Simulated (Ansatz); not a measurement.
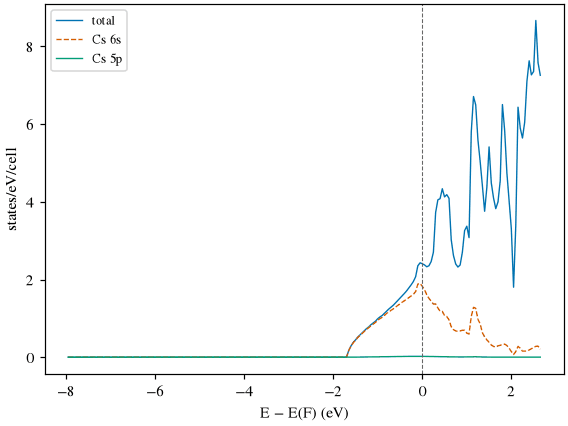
Total and projected density of states of Cs in space group I4_1/amd (No. 141; Cs on 4b), r²SCAN (plane waves, PAW; program Ansatz)

**Question.** Which orbitals carry the states next to the Fermi level?

**Answer.** Within 0.5 eV of the Fermi level: Cs 6s 59 %, outside the projected shells 41 %. Projections are on Löwdin-orthogonalised atomic valence shells; empty p or d shells of many metals are not among them.

The first step of the workflow began from a Materials Project structure, measured or hypothetical; the Crystallography Open Database copy checked does not list it. It is not the phase usual at ambient conditions (space group No. 229). Symmetry was held in the r²SCAN relaxation; whether a distortion lowers the energy is not shown. Scalar-relativistic: spin–orbit coupling is off unless named, which matters more the heavier the elements.

Potentials: the earlier of the program's two PAW sets.
